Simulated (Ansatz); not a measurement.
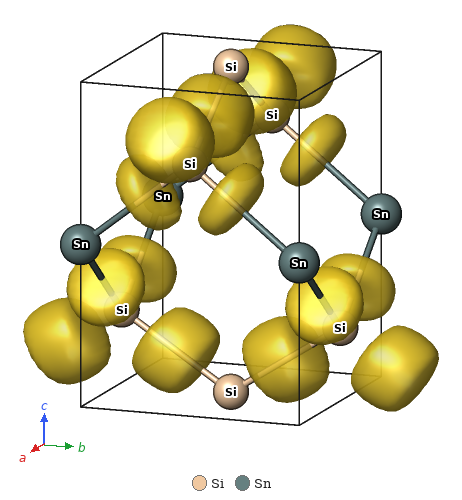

Figure 1: Si3Sn. Isosurface of the ELF at 0.75 (yellow), seen slightly off an axis. Only the valence region is drawn (cores and ρ < 0.01 e/Å³ removed). Sticks mark near contacts.

Space group P-4m2; a structure generated by program, which may or may not match a known phase.

All numbers below come from Ansatz, DFT PBE, scalar-relativistic, plane waves, PAW.

### Describe the localisation domains.

The ELF exceeds this value in four regions between bonded Si–Si atoms (shared pairs) and four lobes of the valence shell of Si pointing towards Sn (polar bonds), counted in one cell of 4 atoms. Any copies at cell faces, edges or corners count once.

Values along the shortest contacts:
Si–Si (2.41 Å): the ELF peaks at about 0.95 between the atoms (localised, covalent bonding). Si–Sn (2.58 Å): the ELF peaks at about 0.90 in the valence shell of Si, 1.0 Å from its nucleus, and is about 0.75 at the midpoint.
